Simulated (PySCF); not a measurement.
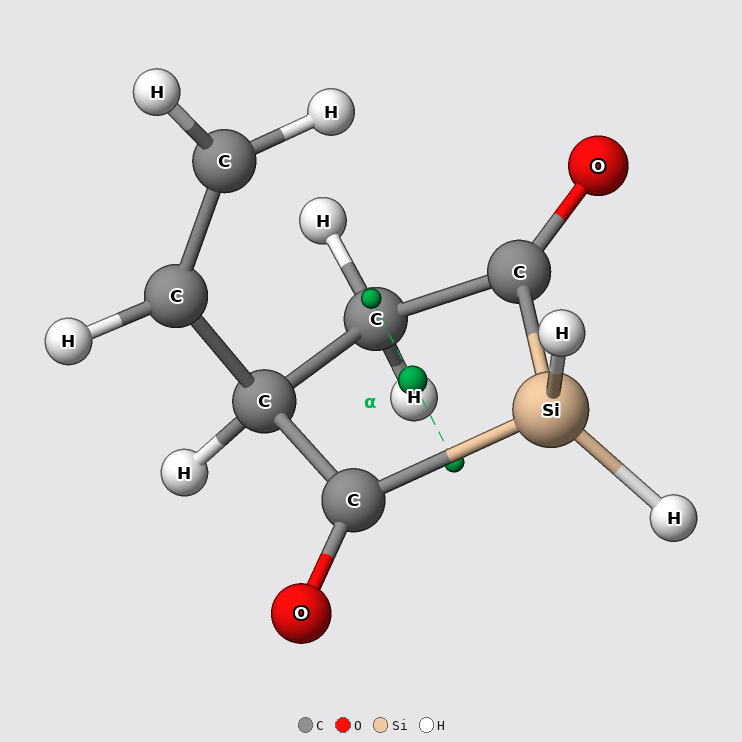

The small points mark where nucleus-independent chemical shifts (NICS) were computed: at the centre of each lettered ring and 1 Å above and below it. The computed structure is the end point of a GFN2-xTB optimisation. No frequency run is at hand to confirm it as a minimum. Properties computed with GIAO PBE0/pcSseg-1 NMR shielding, non-relativistic, gas phase (PySCF 2.14.0).

Give NICS(0), NICS(1) and the out-of-plane component NICS(1)zz for each ring (means of the two sides).

```
ring  members  NICS(0)  NICS(1)  NICS(1)zz
   α     C4Si      7.3     −0.2       −2.7
```

Values in ppm.

What do the values say about the ring currents?

Ring α: weak, as in a non-aromatic ring. NICS is one index among several.

The geometry is semi-empirical. Around Si such bond lengths and angles can be off by a tenth of an ångström or more and by several degrees, and values that hang on the shape move with them.
